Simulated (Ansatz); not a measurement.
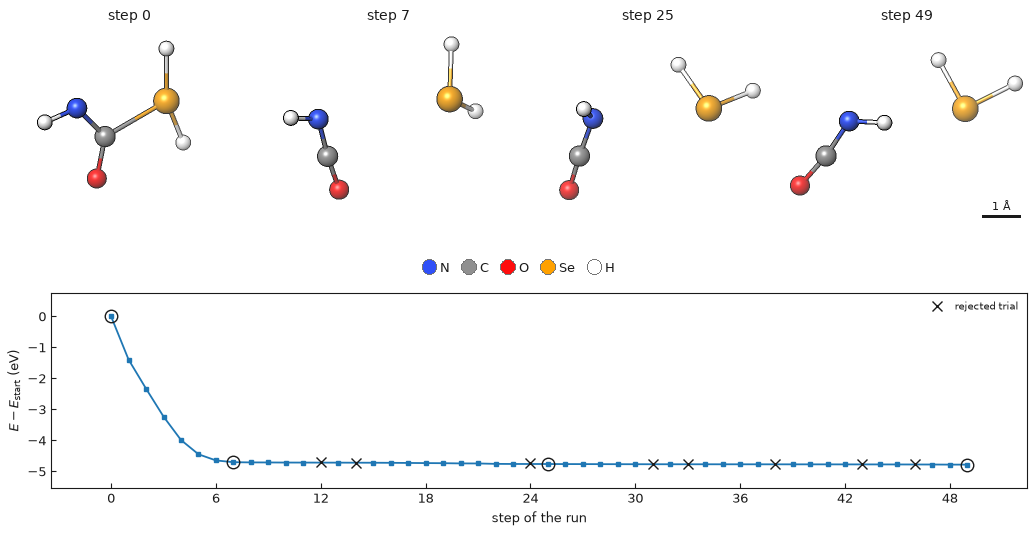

Frames of a relaxation of CH3NOSe, marked on the history of the run. The picture is a ball-and-stick view, seen at a tilt.

The run prepares an end point of a later path (hydrogen shift) calculation, from a guessed geometry.

Level of theory: RKS B3LYP-D4/def2-SVP (Ansatz).

The input:
```yaml
crystal:
  periodic: [false, false, false]
  atoms:
    - { symbol: "N", position_ang: [-0.72818, 0.66924, 0.62557] }
    - { symbol: C, position_ang: [0.25028, -0.1562, 0.24443] }
    - { symbol: O, position_ang: [1.07534, -0.68135, 0.92712] }
    - { symbol: Se, position_ang: [0.22214, -0.47599, -1.70118] }
    - { symbol: H, position_ang: [-0.93297, 0.33563, -2.29099] }
    - { symbol: H, position_ang: [-0.80929, 0.92612, 1.59697] }
    - { symbol: H, position_ang: [1.35135, -1.35945, -1.65069] }
basis:
  gaussian: { orbitals: def2-SVP }
hamiltonian:
  xc: b3lyp
  dispersion: d4
relax:
  f_tol: 0.02
  max_steps: 50
```

Command:
```bash
ansatz run input.yaml --threads 2 --pin off --max-ram 3072MiB --backend cpu --events-out ev --progress --plain --runs-dir out
```

Q: What happens along the run?

A: The relaxation stopped without meeting its thresholds, so the last structure isn't shown to be converged. It used up its limit of 50 steps. After 41 accepted moves (49 points after the start) the energy has fallen by 4.779 eV. Largest force component: 5.2 eV/Å at the start, 0.44 eV/Å at the end. The line search rejected the trial steps at points 12, 14, 24, 31, 33, 38, 43, 46 of the run. The forces were under the threshold at step 34, but the run went on from there. The atom that moves furthest after the best rigid fit is H7 (2.27 Å). By element the largest moves are H 2.27 Å, O 1.96 Å, C 1.58 Å, Se 0.62 Å, N 0.38 Å. Near-neighbour distances that change, for instance: O3–Se4 2.771 → 4.842 Å, C2–Se4 1.972 → 3.995 Å, N1–Se4 2.762 → 3.392 Å, N1–C2 1.336 → 1.215 Å. Bonds break: C2–Se4 (1.97 → 4.00 Å). Bond angles that change, for instance: H5–Se4–H7 159.1° → 92.0°, N1–C2–O3 128.0° → 172.5°, C2–N1–H6 119.4° → 126.6°. The run took 46 s on 2 threads of AMD EPYC 9R45 96-Core Processor (Zen 5), with other jobs on the host, peak memory 0.21 GiB. From step 0 to 7: H7 moves most (1.24 Å), energy −4.700 eV. From step 7 to 25: H5 moves most (1.06 Å), energy −0.059 eV. From step 25 to 49: H6 moves most (1.15 Å), energy −0.019 eV.

```csv
step,"E − E(0), eV","largest force component, eV/Å",note
0,0.0000,5.1966,
1,-1.3917,5.1357,
2,-2.3291,3.8385,
3,-3.2288,3.2383,
4,-3.9847,2.4994,
5,-4.4449,1.4142,
6,-4.6433,0.7218,
7,-4.7003,0.7899,
8,-4.7071,0.3526,
9,-4.7088,0.2645,
10,-4.7119,0.1107,
12,-4.7073,0.4024,rejected
14,-4.7114,0.4162,rejected
16,-4.7205,0.1244,
18,-4.7292,0.2491,
20,-4.7398,0.2518,
22,-4.7545,0.2342,
24,-4.7385,0.9832,rejected
26,-4.7611,0.1672,
28,-4.7632,0.1601,
31,-4.7649,0.3000,rejected
33,-4.7655,0.4880,rejected
35,-4.7677,0.1304,
37,-4.7686,0.1384,
39,-4.7694,0.0313,
41,-4.7703,0.1303,
43,-4.7697,0.3105,rejected
45,-4.7732,0.2504,
47,-4.7753,0.0574,
49,-4.7787,0.4364,
```
